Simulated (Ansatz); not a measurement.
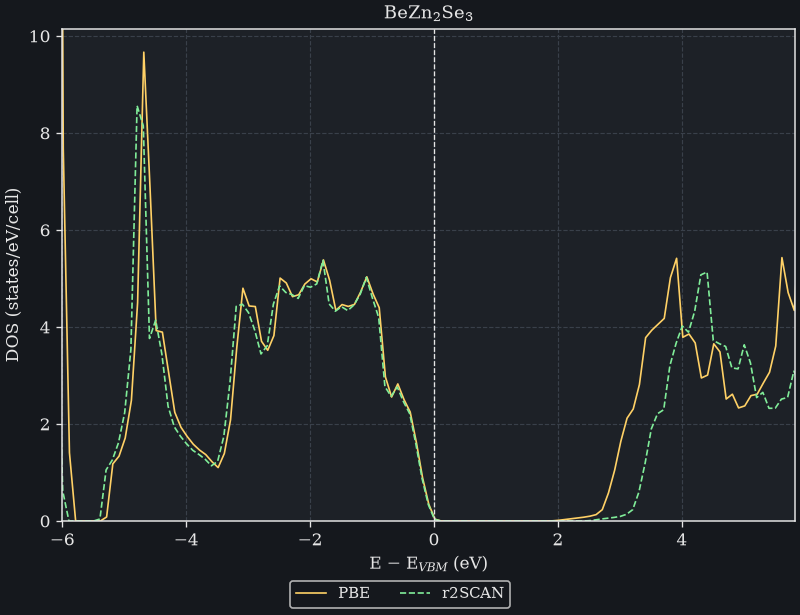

Total densities of states of BeZn₂Se₃, space group I-4m2, 6 atoms in the cell, by two methods on the same cell. Each is counted from its own valence-band top.

**How do the methods compare?**

PBE gives a gap of 1.83 eV and r2SCAN gives a gap of 2.41 eV.

Settings. PBE: DFT PBE, scalar-relativistic, plane waves, PAW, no spin polarisation, 10×10×10 k mesh, 420 eV cutoff, Gaussian smearing of 0.02 eV (Ansatz 0.2.0). r2SCAN: DFT r2SCAN, scalar-relativistic, plane waves, PAW, no spin polarisation, 10×10×10 k mesh, 500 eV cutoff, Gaussian smearing of 0.02 eV (Ansatz).

The structure is an invented one, so it need not be a known or stable phase.
